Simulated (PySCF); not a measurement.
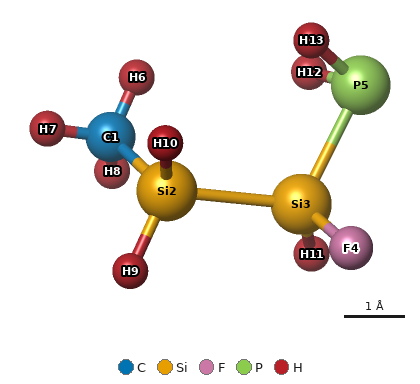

Fig. 1: The input geometry of run A (ball-and-stick view, seen at a tilt; atoms are numbered from 1 in the order of the input). Bond lengths as drawn: C–H 1.10 Å, C–Si 1.89 Å, F–Si 1.64 Å, H–P 1.43 Å, H–Si 1.50 Å, P–Si 2.26 Å and Si–Si 2.34 Å.

# CH₈FPSi₂: one change and its effect

System: CH₈FPSi₂.
Method of run A: GIAO HF/pcSseg-1 NMR shielding, non-relativistic, gas phase (PySCF 2.14.0).

The geometry comes from this level: PBE0-D3(BJ)/def2-SVP. Text and figures count atoms from 1; the logs count them from 0 in places.

Input, run A:
```
{"job": {"kind": "nmr", "xc": "HF", "basis": "pcSseg-1", "pop": false}, "charge": 0, "multiplicity": 1}
C      1.773172     0.487592     0.433085
Si     0.744478    -0.090712    -1.037095
Si    -1.259286    -1.016875    -0.255299
F     -2.179520    -1.468979    -1.530292
P     -2.465967     0.431019     0.997709
H      1.221598     1.233611     1.025275
H      2.711773     0.948608     0.089660
H      2.028996    -0.355416     1.092561
H      1.505530    -1.084371    -1.857949
H      0.387967     1.069953    -1.913615
H     -1.042894    -2.225513     0.598873
H     -1.448344     0.451198     2.004200
H     -1.970360     1.602298     0.344251
```

The first line tells a small driver script what to run in PySCF; the rest is the geometry in Å.

Launched with:
```bash
OMP_NUM_THREADS=1 python <driver script> task.json out
```

Hardware: 1 CPU thread, shared host.

Output (run A):
```
final grid: 101568 points
cycle   1  E = -1060.4657380974  dE = -4.133e-02  |g| = 5.557e-01  |ddm| = 3.003e+00
cycle   2  E = -1060.5378139529  dE = -7.208e-02  |g| = 3.310e-01  |ddm| = 7.093e-01
cycle   3  E = -1060.5556838313  dE = -1.787e-02  |g| = 5.965e-02  |ddm| = 2.483e-01
cycle   4  E = -1060.5572712220  dE = -1.587e-03  |g| = 1.290e-02  |ddm| = 1.076e-01
cycle   5  E = -1060.5573678185  dE = -9.660e-05  |g| = 3.315e-03  |ddm| = 2.809e-02
cycle   6  E = -1060.5573760923  dE = -8.274e-06  |g| = 9.013e-04  |ddm| = 1.031e-02
cycle   7  E = -1060.5573768312  dE = -7.389e-07  |g| = 2.528e-04  |ddm| = 3.283e-03
cycle   8  E = -1060.5573768828  dE = -5.157e-08  |g| = 7.013e-05  |ddm| = 8.708e-04
cycle   9  E = -1060.5573768869  dE = -4.070e-09  |g| = 2.325e-05  |ddm| = 2.171e-04
cycle  10  E = -1060.5573768873  dE = -4.193e-10  |g| = 6.942e-06  |ddm| = 6.747e-05
converged SCF energy = -1060.5573768873

GIAO shielding tensors (ppm)
atom      isotropic    diamagn.    paramagn.     s11        s22        s33       span
  0 C      201.333     254.694     -53.361    193.952    202.581    207.464     13.512
  1 Si     454.279     877.794    -423.515    436.199    441.011    485.627     49.428
  2 Si     368.885     874.772    -505.887    288.818    364.111    453.725    164.907
  3 F      430.097     469.037     -38.940    404.831    423.651    461.810     56.979
  4 P      596.132     966.348    -370.216    541.817    588.716    657.863    116.047
  5 H       31.711      32.735      -1.024     26.389     30.255     38.490     12.101
  6 H       31.176      29.284       1.892     26.043     27.663     39.823     13.780
  7 H       31.750      31.527       0.223     27.080     28.928     39.243     12.164
  8 H       27.887      29.565      -1.678     24.392     25.737     33.530      9.138
  9 H       28.056      30.239      -2.182     25.180     26.010     32.979      7.799
 10 H       26.502      29.504      -3.002     23.939     25.205     30.362      6.423
 11 H       30.560      32.159      -1.599     26.211     28.037     37.433     11.221
 12 H       29.804      31.978      -2.174     25.521     27.497     36.395     10.874
```

For run B the input was changed thus:
```diff
-"xc": "HF"
+"xc": "PBE"
```

How does run B compare with run A?

The total energies belong to different methods, so their difference says nothing on which is more stable or more accurate. The HOMO goes from −9.90 to −6.34 eV. The LUMO goes from 2.64 to −1.38 eV. The dipole moment goes from 2.95 to 2.76 D. Of all shieldings, the largest change is that of Si3, by −75.7 ppm. The method changes from HF to PBE. Exact exchange removes part of the self-interaction error of semilocal functionals, which pushes filled and empty levels apart. The SCF takes 14 iterations against 10.

Output (run B):
```
coarse grid: 12008 points
cycle   1  E = -1062.3638102996  dE =  2.846e-02  |g| = 6.958e-01  |ddm| = 3.175e+00
cycle   2  E = -1062.0706873086  dE =  2.931e-01  |g| = 1.457e+00  |ddm| = 2.057e+00
cycle   3  E = -1062.4535456030  dE = -3.829e-01  |g| = 1.740e-01  |ddm| = 1.575e+00
cycle   4  E = -1062.4592610887  dE = -5.715e-03  |g| = 6.561e-02  |ddm| = 2.146e-01
cycle   5  E = -1062.4602651113  dE = -1.004e-03  |g| = 1.102e-02  |ddm| = 7.153e-02
cycle   6  E = -1062.4603025285  dE = -3.742e-05  |g| = 4.470e-03  |ddm| = 2.285e-02
cycle   7  E = -1062.4603076694  dE = -5.141e-06  |g| = 9.355e-04  |ddm| = 7.194e-03
final grid: 101568 points
cycle   8  E = -1062.5046766260  dE = -1.822e-05  |g| = 8.494e-03  |ddm| = 2.641e-02
cycle   9  E = -1062.5046415375  dE =  3.509e-05  |g| = 1.426e-02  |ddm| = 2.005e-02
cycle  10  E = -1062.5046940561  dE = -5.252e-05  |g| = 1.252e-03  |ddm| = 1.378e-02
cycle  11  E = -1062.5046942835  dE = -2.274e-07  |g| = 5.690e-04  |ddm| = 1.777e-03
cycle  12  E = -1062.5046943378  dE = -5.431e-08  |g| = 6.139e-05  |ddm| = 5.211e-04
cycle  13  E = -1062.5046943389  dE = -1.085e-09  |g| = 2.349e-05  |ddm| = 1.302e-04
cycle  14  E = -1062.5046943390  dE = -1.785e-10  |g| = 4.842e-06  |ddm| = 4.232e-05
converged SCF energy = -1062.5046943390

GIAO shielding tensors (ppm)
atom      isotropic    diamagn.    paramagn.     s11        s22        s33       span
  0 C      191.913     253.542     -61.629    185.816    192.058    197.866     12.050
  1 Si     405.860     882.208    -476.348    386.029    392.869    438.684     52.655
  2 Si     293.229     878.523    -585.295    190.554    276.191    412.940    222.387
  3 F      392.026     465.250     -73.224    346.418    395.193    434.468     88.050
  4 P      549.670     967.598    -417.928    490.642    562.208    596.159    105.518
  5 H       31.250      32.208      -0.959     26.281     30.066     37.402     11.121
  6 H       30.755      28.815       1.939     25.969     27.617     38.678     12.709
  7 H       31.252      31.017       0.234     26.944     28.689     38.123     11.179
  8 H       26.970      29.319      -2.349     23.699     24.973     32.237      8.538
  9 H       27.272      30.102      -2.830     24.599     25.353     31.862      7.263
 10 H       24.965      29.063      -4.098     22.528     24.084     28.283      5.754
 11 H       29.777      31.078      -1.301     25.547     27.657     36.129     10.582
 12 H       29.154      30.976      -1.821     25.212     27.120     35.131      9.919
```

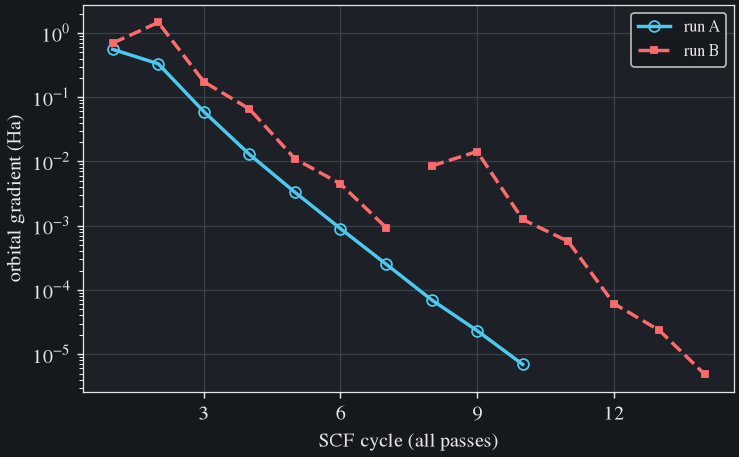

Fig. 2: Convergence of the two runs: orbital gradient against the SCF cycle. A break in a curve parts two SCF passes (coarse and final grid). Run A takes 10 cycles in all, and run B takes 14.

The two runs side by side:

```tsv
quantity	run A	run B
outcome	converged	converged
total energy (hartree)	−1060.557377	−1062.504694
HOMO (eV)	−9.90	−6.34
LUMO (eV)	2.64	−1.38
dipole moment (D)	2.95	2.76
shielding of C1 (ppm)	201.3	191.9
shielding of Si2 (ppm)	454.3	405.9
shielding of Si3 (ppm)	368.9	293.2
shielding of F4 (ppm)	430.1	392.0
shielding of P5 (ppm)	596.1	549.7
shielding of H9 (ppm)	27.9	27.0
shielding of H11 (ppm)	26.5	25.0
SCF iterations	10	14
basis functions	146	146
wall time (shared host)	12 s	29 s
```
